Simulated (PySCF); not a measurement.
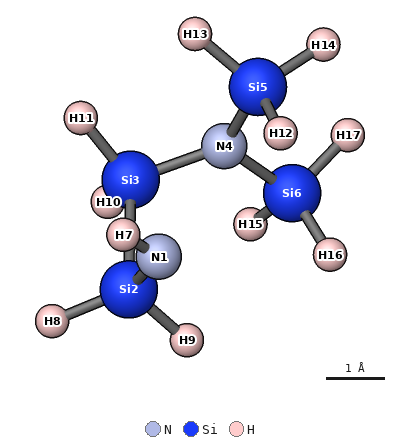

**Figure 1.** The structure as given in the input (ball-and-stick view, seen at a tilt; atoms are numbered from 1 in the order of the input).

Run report: Si4N2H11, EPR calculation

The run: EPR calculation of Si4N2H11, multiplicity 2. Method and program: UKS B3LYP, pcH-1 on H N Si, non-relativistic, mean-field spin-orbit, GIAO (PySCF 2.14.0).

It belongs to a series of runs on one base structure; here: H removed from N.

### Output
```
UKS, coarse grid
  cycle   1  E = -1273.99008991  |g| = 5.73e-01
  cycle   2  E = -1273.36889544  |g| = 1.19e+00
  cycle   3  E = -1274.12472733  |g| = 1.69e-01
  cycle   4  E = -1274.12970796  |g| = 1.66e-01
  cycle   5  E = -1274.14213718  |g| = 3.87e-02
  cycle   6  E = -1274.14296369  |g| = 2.04e-02
  cycle   7  E = -1274.14328364  |g| = 3.55e-03
  cycle   8  E = -1274.14329649  |g| = 9.21e-04
  cycle   9  E = -1274.14329743  |g| = 4.20e-04
UKS, final grid
  cycle   1  E = -1274.14330867  |g| = 4.22e-04
  cycle   2  E = -1274.14330864  |g| = 5.60e-04
  cycle   3  E = -1274.14330878  |g| = 1.64e-04
  cycle   4  E = -1274.14330879  |g| = 5.08e-05
  cycle   5  E = -1274.14330880  |g| = 2.14e-05
E = -1274.14330880 Eh   <S^2> = 0.7582 (exact 0.7500)
g shifts (ppm)      1          2          3
  rmc          -194       -194       -194
  gc              4         22         34
  oz_so         -44       1804       7159
  total        -234       1633       7000
hyperfine (MHz)  atom isotope    a_iso     a_fc   dipolar eigenvalues
    0   14N      22.99      22.86    -33.93    -32.73     66.66
    1  29Si      59.13      59.26     -6.01      0.60      5.41
    2  29Si    -144.34    -144.55    -46.09     22.27     23.82
    3   14N       1.16       1.14     -2.05     -1.96      4.01
    4  29Si       1.53       1.54     -0.31      0.07      0.23
    5  29Si       1.40       1.40     -0.28      0.04      0.24
    6    1H     -45.01     -45.17    -41.57     -7.42     48.99
    7    1H      49.60      49.60     -2.77     -1.50      4.27
    8    1H      53.89      53.88     -3.09     -1.49      4.58
    9    1H      63.02      63.01     -3.18     -0.54      3.72
   10    1H      10.00      10.00     -2.96     -0.84      3.80
   11    1H      10.46      10.47     -2.39     -1.49      3.88
   12    1H      -0.42      -0.41     -1.15     -0.73      1.87
   13    1H       7.00       7.01     -0.73     -0.48      1.21
   14    1H      -0.16      -0.16     -0.84     -0.66      1.50
   15    1H       2.00       2.00     -1.01     -0.64      1.65
   16    1H       1.74       1.74     -0.56     -0.51      1.06
```

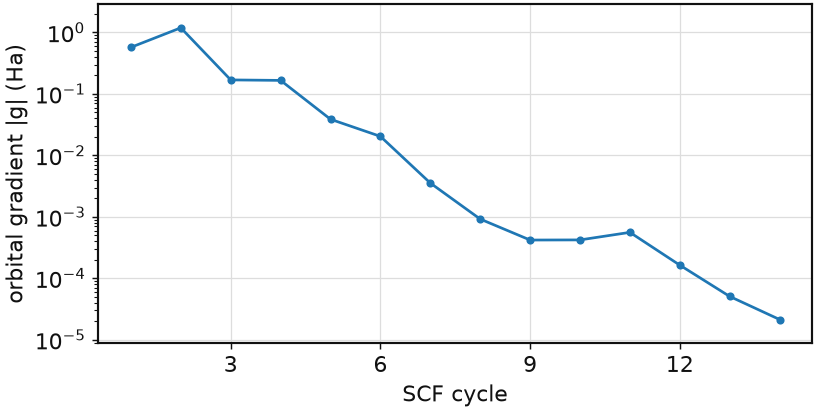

**Figure 2.** Convergence of the self-consistent field: orbital gradient |g| against the SCF cycle. All cycles printed in the log are drawn one after another.

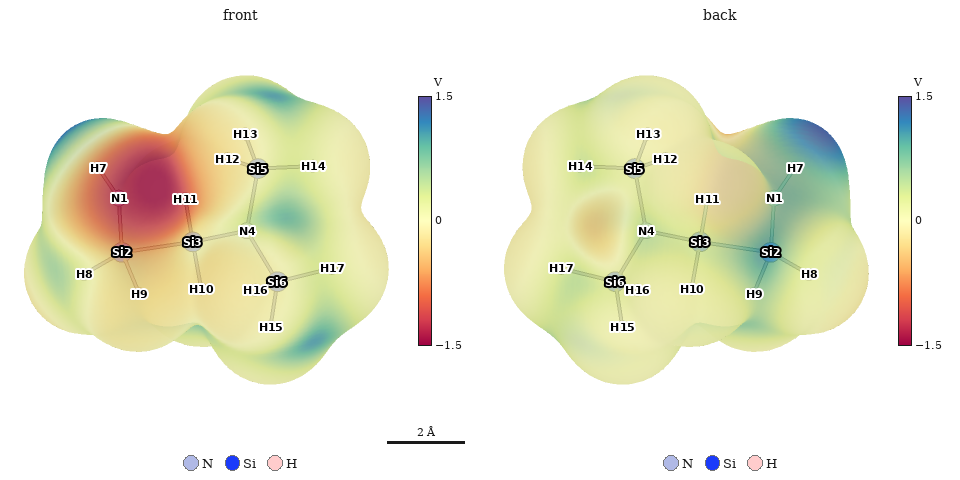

**Figure 3.** The electrostatic potential painted on the density surface at 0.001 e/bohr³, seen face on and from behind; red is negative and blue positive.

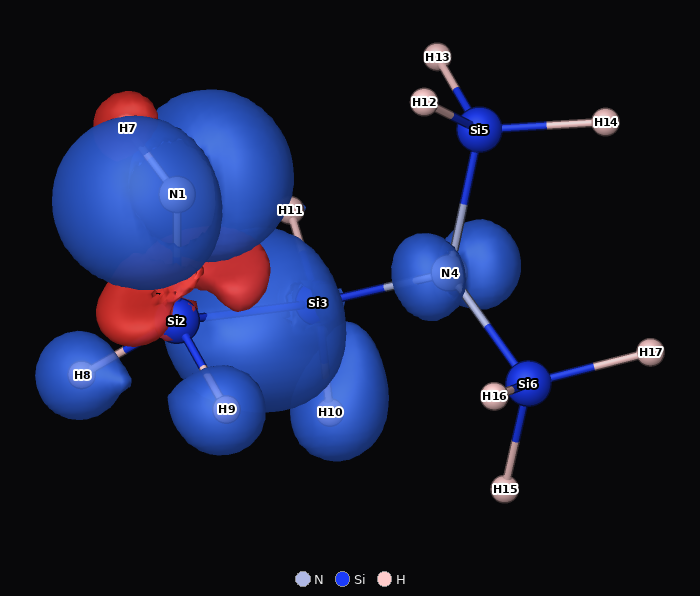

**Figure 4.** Isosurfaces of the spin density (α minus β) at +0.01 (blue) and −0.01 e/Å³ (red), seen face on. The unpaired spin (1 electron) lies mostly on N1 (about 0.6), Si3 (about 0.1) and Si2 (about 0.1), in electrons by Hirshfeld's partition.

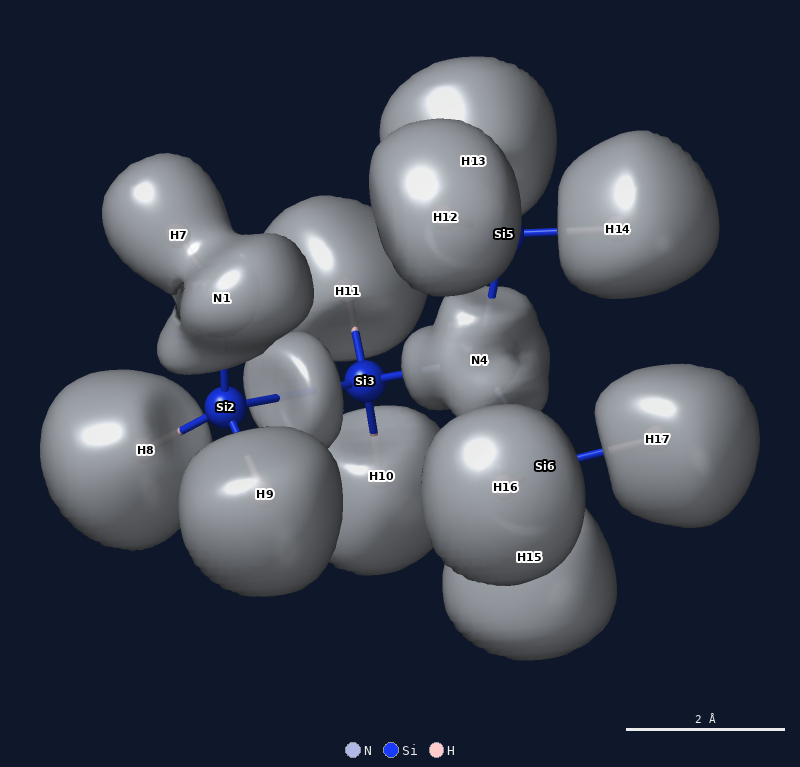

**Figure 5.** Isosurface of the electron localisation function at 0.75 (grey), seen face on. Only the valence region is drawn (cores and ρ < 0.01 e/Å³ removed). Along the contacts the grid gives the following. Si–N (1.64 Å): the ELF peaks at about 0.90 between the atoms, which marks a polar covalent bond. Si–Si (2.39 Å): the ELF peaks at about 1 between the atoms (a covalent bond).

The run was set up as follows.

### Input
```
{"job": {"kind": "epr", "basis": "pcH-1"}, "charge": 0, "multiplicity": 2}
N      2.391181    -1.172388     0.579531
Si     2.339048     0.301108    -0.134940
Si     0.277060     0.312312    -1.340206
N     -1.002867     0.090900    -0.202836
Si    -1.377717    -1.535814     0.340480
Si    -1.535453     1.432124     0.784666
H      2.791719    -1.990031     0.145942
H      3.242833     0.840141    -1.174011
H      2.137866     1.353808     0.866811
H      0.076539     1.606455    -1.992001
H      0.216401    -0.757904    -2.332667
H     -0.447440    -1.954372     1.381053
H     -1.300237    -2.388687    -0.845582
H     -2.753240    -1.482984     0.837058
H     -1.356462     2.643289    -0.015980
H     -0.754867     1.498842     2.019948
H     -2.951363     1.215232     1.072823
```

The first line tells a small driver script what to run in PySCF; the rest is the geometry in Å.

Command:
```bash
OMP_NUM_THREADS=1 python <driver script> task.json out
```

### Summary

```csv
quantity,value
outcome,converged
total energy,−1274.143309 hartree
⟨S²⟩,0.758
isotropic g,2.0051
hardware,"1 CPU thread, shared host"
wall time,1.7 min
peak memory,1.1 GiB
```
